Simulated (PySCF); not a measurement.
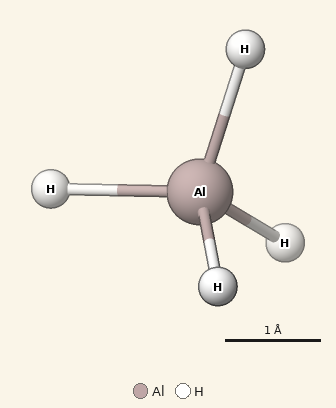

Figure 1. The input geometry (ball-and-stick view, seen at a tilt). Sticks mark near contacts. Bond lengths as drawn: Al–H 1.63 Å.

**AlH$_{4}$ (charge −1): geometry relaxation**

AlH$_{4}$, charge −1, SMILES [AlH4-], computed with PBE0-D3(BJ)/def2-SVP geometry optimisation, gas phase (PySCF 2.14.0).

Output:
```
step   0  E = -244.63750570  max force = 0.003846
step   1  E = -244.63794369  max force = 0.000120
step   2  E = -244.63794413  max force = 0.000020
optimisation converged
```

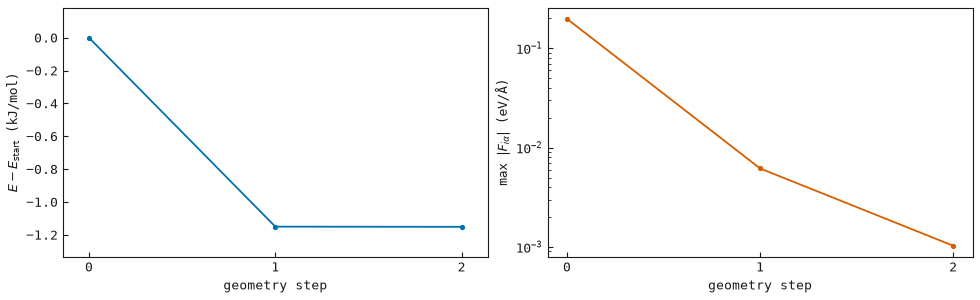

Figure 2. Progress of the relaxation, step by step (steps are counted from 0).

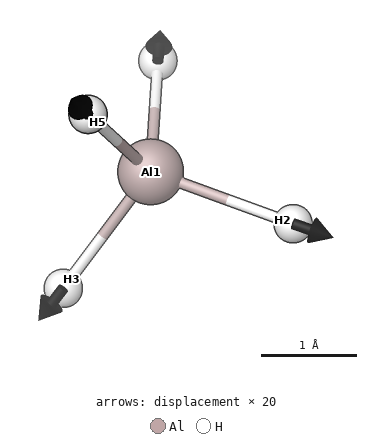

Figure 3. The starting structure with the displacements as black arrows, magnified 20 times (ball-and-stick view, seen at a tilt). The two geometries are laid on each other by the best rigid fit. Over 2 geometry steps the energy falls by 1.15 kJ/mol. The largest force component goes from 0.2 to 0.001 eV/Å. The largest moves after the best rigid fit, 0.023 Å, are those of H2 and H3. Largest moves by element: H 0.023 Å, Al 0.001 Å. Distances before and after: Al1–H2 1.627 → 1.651 Å. (Atoms are counted from 1 in the order of the input.)

This output came from the following input.

Input:
```
{"job": {"xc": "PBE0", "basis": "def2-SVP", "d3": "d3bj", "grid": 1, "kind": "geom"}, "charge": -1, "multiplicity": 1}
Al     0.003730     0.001710    -0.007050
H      0.615800     1.173530    -0.955490
H     -1.069810     0.648890     1.031490
H      1.208660    -0.705680     0.828820
H     -0.741130    -1.112750    -0.932150
```

The first line tells a small driver script what to run in PySCF; the rest is the geometry in Å.

Results in brief:

| quantity | value |
| --- | --- |
| outcome | converged |
| total energy | −244.637944 hartree |
| point group | Td |
| hardware | 1 CPU thread, shared host |
| wall time | 1.1 s |
| peak memory | 0.24 GiB |
